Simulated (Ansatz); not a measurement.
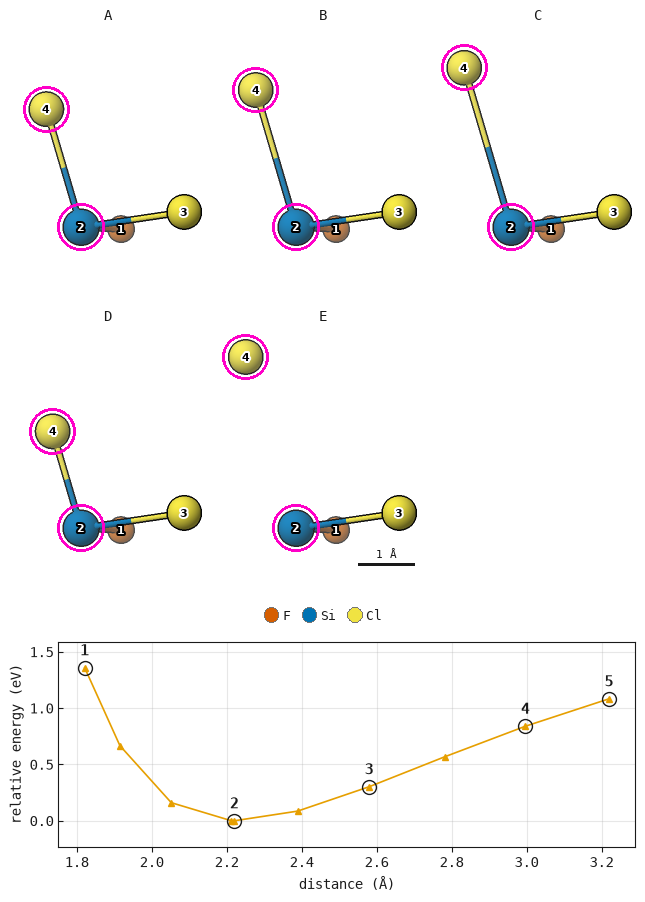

SiCl$_{2}$F (charge −1): the Si2–Cl4 distance is varied, with the rest of the molecule carried along rigidly. The frames are shuffled; the numbered points of the plot belong to them. Style: ball-and-stick. Shown from a free direction. The ringed atoms are those of the scanned coordinate.

Single-point energies from Ansatz with CCSD(T) in the def2-TZVPPD basis, on geometries moved rigidly from the minimum at PBE0-D4/def2-TZVPD. Coupled cluster with a frozen core. Energies are counted from the PBE0-D4/def2-TZVPD minimum geometry at the same level.

Match the frames to the points.

Answer. Point 1 is frame D (the distance 1.821 Å, 1.359 eV); 2 is frame A (the distance 2.221 Å, 0.000 eV); 3 is frame B (the distance 2.580 Å, 0.302 eV); 4 is frame C (the distance 2.997 Å, 0.840 eV); 5 is frame E (the distance 3.220 Å, 1.083 eV). The lowest computed point lies at the distance 2.221 Å (0.000 eV). The curvature at the lowest point is about 8.6 eV/Å² (1.4 mdyn/Å). The well is steeper on the short side, as for any bond.
